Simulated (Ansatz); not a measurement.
## Fields on a plane of MgH2 (rutile)

```
MgH2
1.0
    4.51729     0.00000     0.00000
    0.00000     4.51729     0.00000
    0.00000     0.00000     3.01286
Mg H
2 4
Direct
  0.00000   0.00000   0.00000
  0.50000   0.50000   0.50000
  0.30441   0.30441   0.00000
  0.80441   0.19559   0.50000
  0.19559   0.80441   0.50000
  0.69559   0.69559   0.00000
```

The slice is a (-1 2 0) plane (indices of the conventional cell) through the point (0.304, 0.304, 0.000) (fractional), spanned by u = [001] and v = [210] in vectors of this cell: u (3.01 Å) and v (10.10 Å, at 90° to u). It covers one period; positions are fractions (u, v).

Atoms on it: H at (0.00, 0.00); H at (0.50, 0.46), 0.2 Å off the plane. Other atoms lie within 1 Å of the plane.

Computed with PBE (plane waves to 420 eV, PAW, scalar-relativistic; Ansatz, a quantum-chemistry and plane-wave program). k mesh 7×7×11. These are valence fields of a PAW run, semicore shells included where kept as valence: close to a nucleus they are smooth pseudo fields. MgH2 was relaxed with its symmetry unable to fall.

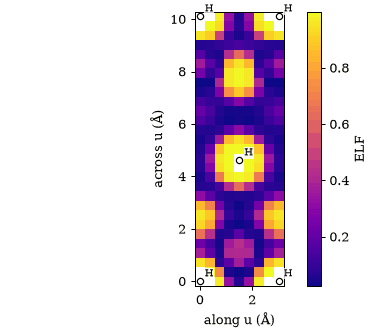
Fig. 1. Electron localisation function (ELF), one period of the plane, atoms marked. Points within 0.4 Å of a nucleus are left white, as the pseudised field means little there.

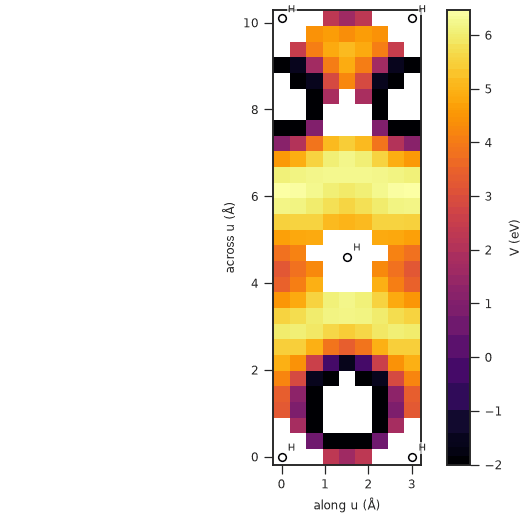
Fig. 1. Electrostatic potential energy of an electron, from the cell's mean, in eV, one period of the plane, atoms marked. Points within 0.8 Å of a nucleus are left white, as the pseudised field means little there. Values under -2 eV are set to -2. The zero, the cell's mean, hangs on the PAW cores.
